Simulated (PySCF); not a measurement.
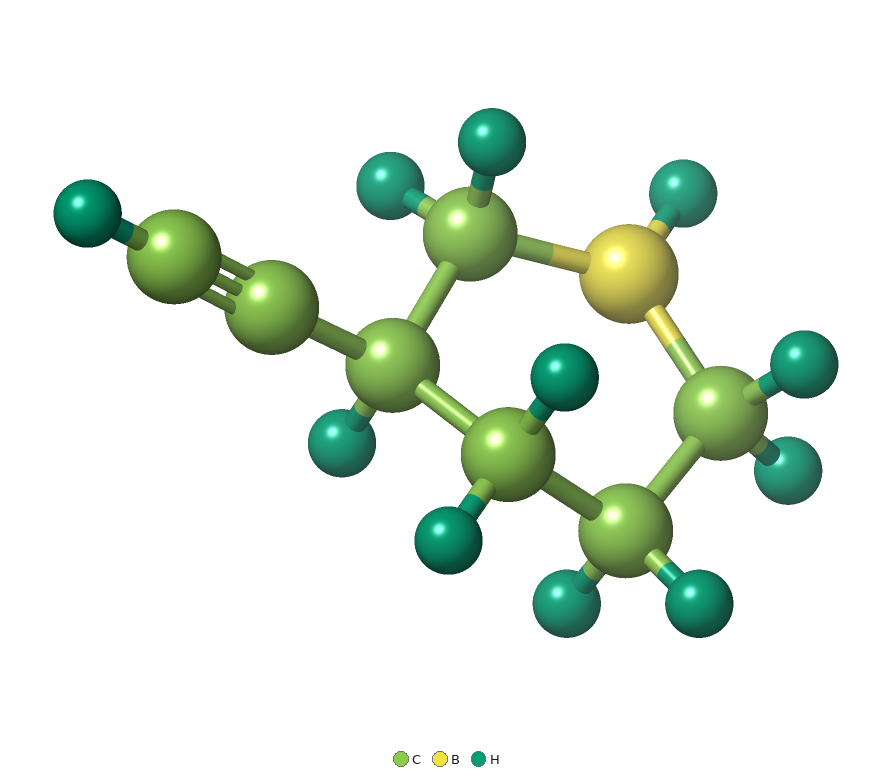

Rendered structure (ball-and-stick style).

The computed structure is the end point of a GFN2-xTB optimisation. No frequency run is at hand to confirm it as a minimum.

**Give the formula.**

C7H11B, 19 atoms: 7 carbon, 11 hydrogen and 1 boron.

**Describe its rings.**

Independent rings (smallest set): 1 of 6 members.

**Count the bonded pairs by element.**

10 C–H, 6 C–C, 2 C–B, 1 B–H.

**What is its SMILES?**

C#C[C@H]1CBCCC1

The parts below concern this one geometry. Atoms keep their numbers from picture to picture.

### Symmetry

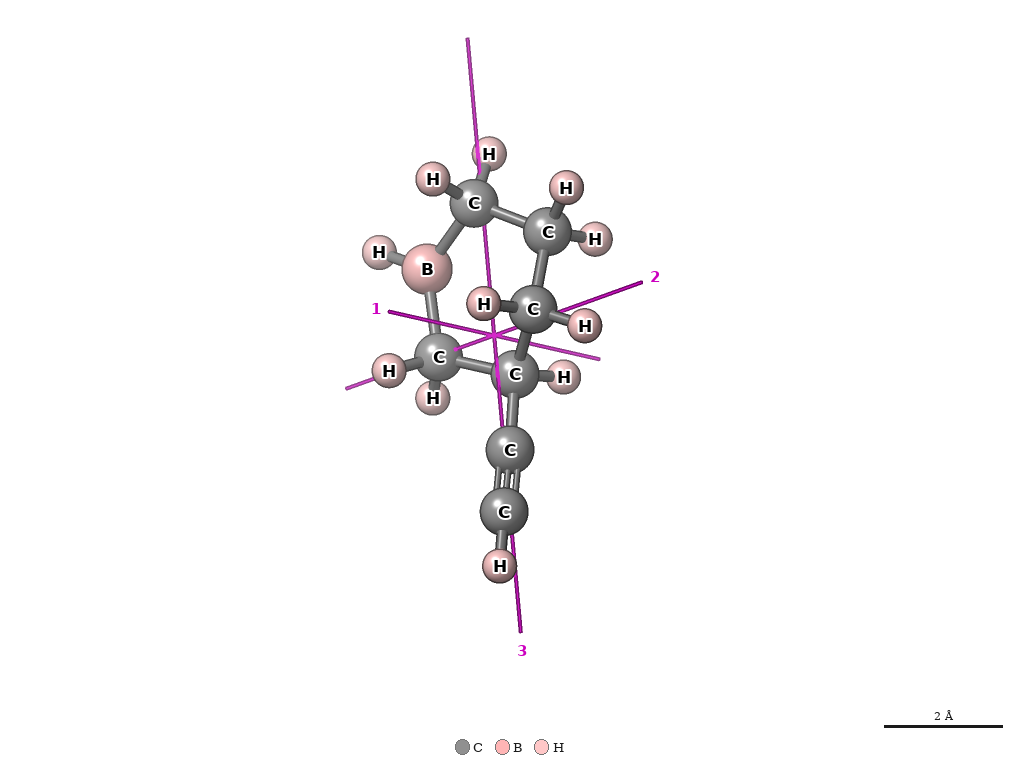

The three principal axes of inertia are drawn and numbered. Depth is shown by fading: the farther an atom, the more it takes the colour of the background. No frequency run is at hand to confirm it as a minimum. Masses are those of the most abundant isotopes; constants are for the rigid equilibrium geometry.

**Which line is the a axis (least moment of inertia), which b and which c?**

a is line 3, b is line 2, c is line 1; the moments are 116, 360, 449 u Å².

**What kind of rotor is it, and what are its rotational constants in MHz?**

An asymmetric top (C1): A = 4362, B = 1402, C = 1126 MHz. Ray's parameter κ is −0.83, nearer the prolate limit.

### Electronic properties

No frequency run is at hand to confirm it as a minimum. Method: PBE0/def2-SVPD, gas phase (PySCF 2.14.0). Excitations: vertical, linear response.

**What is the HOMO energy (Kohn–Sham orbital)?**

−7.54 eV.

**Estimate the mean static polarisability.**

90.8 bohr³.

**What is the HOMO–LUMO gap?**

6.57 eV.

**Estimate the lowest vertical singlet excitation.**

5.41 eV.

### Dipole moment

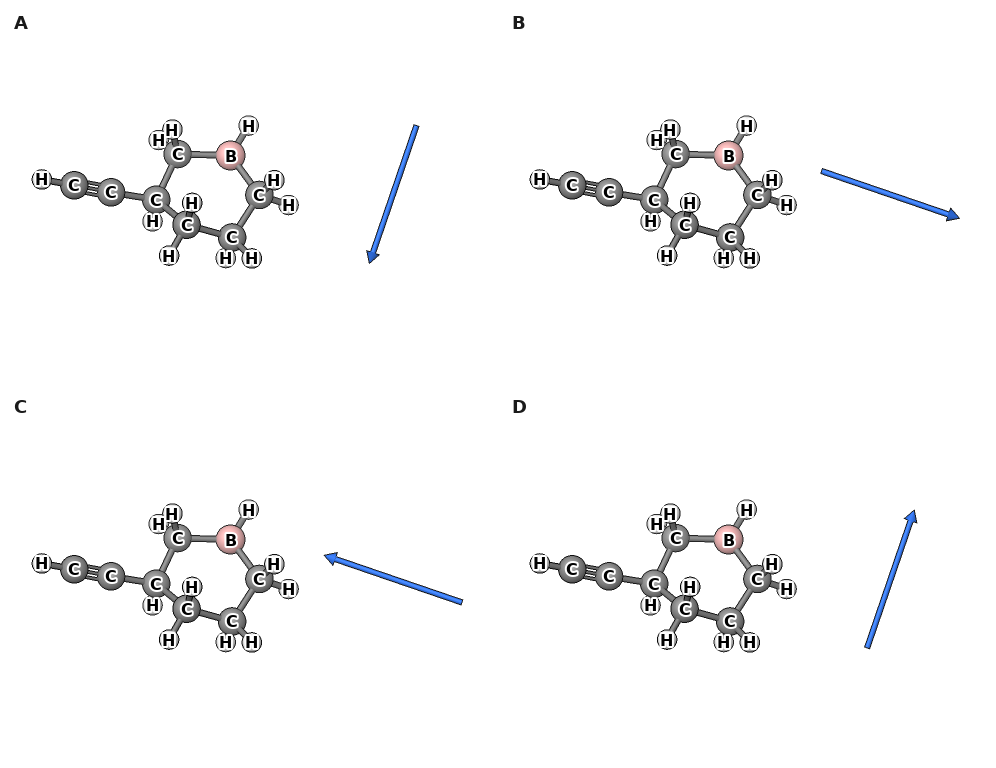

The same molecule four times, each with an arrow. No frequency run is at hand to confirm it as a minimum. Method: PBE0/pcSseg-1, gas phase (PySCF 2.14.0).

**Which arrow points along the dipole moment, from the negative to the positive end?**

B. The dipole moment is 0.81 D.

### Quadrupole coupling

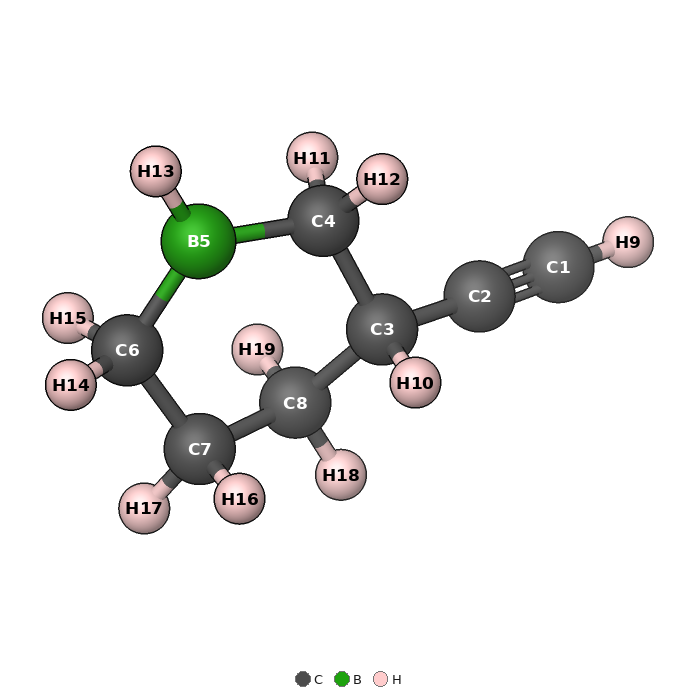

No frequency run is at hand to confirm it as a minimum. Electric field gradients from the ground-state density, PBE0/pcSseg-1 (PySCF 2.14.0), non-relativistic apart from any core potentials.

Give the largest field-gradient component, the quadrupole coupling constant and the asymmetry for 11B at B5 (Q = 40.59 mb), 2H at H9 (Q = 2.86 mb), 2H at H10 (Q = 2.86 mb), 2H at H11 (Q = 2.86 mb), 2H at H12 (Q = 2.86 mb).

```tsv
atom	V_zz (a.u.)	e²qQ/h (MHz)	η
B5	0.622	5.93	0.02
H9	0.399	0.268	0.00
H10	0.291	0.195	0.01
H11	0.301	0.202	0.04
H12	0.308	0.207	0.05
```

The geometry is semi-empirical. Around B such bond lengths and angles can be off by a tenth of an ångström or more and by several degrees, and values that hang on the shape move with them.
